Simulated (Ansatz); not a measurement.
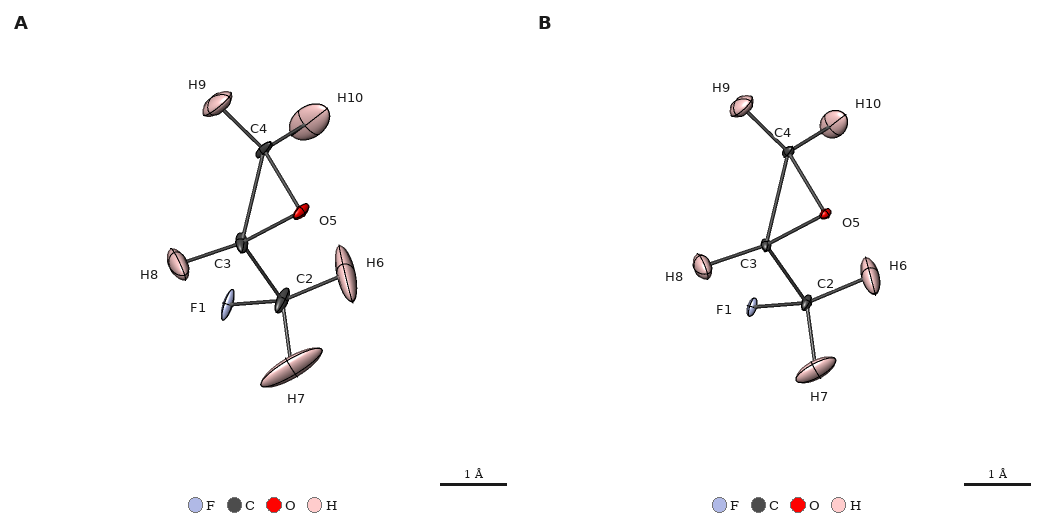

Displacement ellipsoids at the 50 % level, from the internal vibrations of the free molecule (harmonic, no overall translation or rotation; no half-axis is drawn under 0.075 Å). Vibrations computed with RKS PBE0-D4/def2-TZVP (Ansatz 0.2.0). One panel is for 200 K, the other for 600 K.

### Which panel is for 600 K?

A.

### How much does the mean-square displacement of F1 grow, and why?

U_eq goes from 0.0036 to 0.0098 Å², a factor of 2.7. Modes below kT (417 cm⁻¹ at 600 K) grow about in proportion to T, and the lowest lies at 92 cm⁻¹; the mean-square amplitude of a mode is its zero-point value times coth(ħω/2kT), which comes close to 1 only above about 3kT.
